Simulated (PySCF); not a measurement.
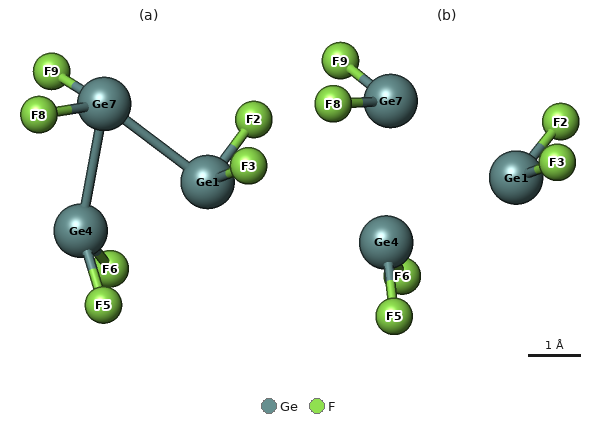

The structure of Ge3F6 before (left) and after (right) a relaxation, at one scale.

Style: ball-and-stick. Shown at a tilt.

The start comes from GFN1-xTB. Its atoms were then displaced at random by about 0.03 Å.

Theory: PBE0-D3(BJ)/def2-SVP geometry optimisation, gas phase in PySCF 2.14.0, density-fitted response routines. 

Summarise the run.

After 15 geometry steps the energy has fallen by 0.812 eV. Ge4 moves most after the best rigid fit: 0.29 Å. By element the largest moves are Ge 0.29 Å, F 0.28 Å. Some distances before and after: Ge1–Ge7 2.571 → 2.889 Å, Ge4–Ge7 2.635 → 2.904 Å, Ge1–Ge4 2.668 → 2.881 Å, Ge4–F6 1.826 → 1.739 Å. Among the angles between lasting bonds that change: F5–Ge4–F6 92.0° → 100.2°, F2–Ge1–F3 95.1° → 100.4°, F8–Ge7–F9 96.7° → 100.4°.
